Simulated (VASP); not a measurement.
Band structure of PbS (rock salt). These are LDA (Ceperley-Alder, Perdew-Zunger) with spin-orbit coupling, VASP's LDA PAW potentials (set 64) (plane waves; VASP) values and carry that method's errors.

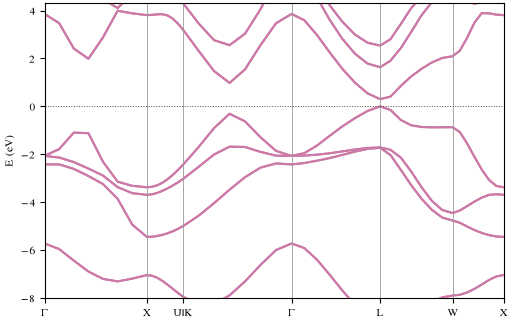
*Bands along high-symmetry lines, zero at the valence-band maximum or, without a gap, the Fermi level*

Task: Read the plot: is there a gap, and where are the band edges?

Result: The gap is direct, 0.30 eV, from the valence maximum at L to the conduction minimum at L.

Measured: gap 0.37 eV (computed value off by -0.07 eV), as given by Wikipedia, List of semiconductor materials.

The compound is PbS in the rock salt structure. It was relaxed first.
